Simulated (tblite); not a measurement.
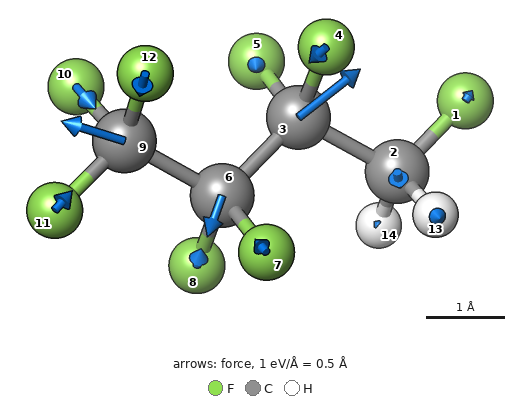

Starting geometry of C₄H₂F₈ with the computed forces as blue arrows. A ball-and-stick model, seen at a tilt.

All numbers below come from GFN2-xTB geometry optimisation, gas phase (tblite 0.8.0). 

Question: Is this structure relaxed? If not, where do the atoms go?

Answer: It isn't relaxed: the largest force vector, on C3, is 2.14 eV/Å. The final displacements follow the starting forces only in part (cosine between the two patterns 0.40). F1 moves most after the best rigid fit: 0.095 Å. Largest moves by element: F 0.095 Å, C 0.079 Å, H 0.025 Å. Near-neighbour distances that change, for instance: C3–C6 1.498 → 1.557 Å, C6–C9 1.523 → 1.557 Å, C9–F10 1.356 → 1.327 Å, C3–F4 1.373 → 1.348 Å. Bond angles that change, for instance: C3–C6–C9 110.3° → 114.7°, H13–C2–H14 108.7° → 111.7°, C2–C3–F4 108.3° → 111.2°. Over 30 geometry steps the energy falls by 16.7 kJ/mol.
